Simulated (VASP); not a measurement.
Band structure of Ga4BiAs3 (space group P-43m). Calculation: r2SCAN meta-GGA, VASP's PBE PAW potentials (set 64) (plane waves; VASP).

Unless said otherwise, spin-orbit coupling is left out, though it shifts the bands of the heavy elements here.

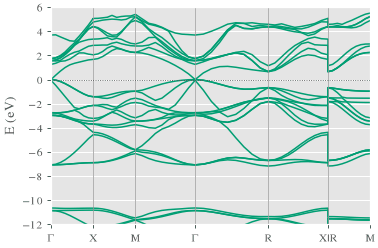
*Bands along high-symmetry lines, zero at the valence-band maximum or, without a gap, the Fermi level*

Problem. Read the plot: is there a gap, and where are the band edges?

Solution. It has no gap at this level: it comes out as a metal or semimetal.

The structure comes from a computed database's Ga4BiAs3 entry (P-43m); how it stands against other phases isn't given here. It was relaxed first, which changed the volume by -5 %.
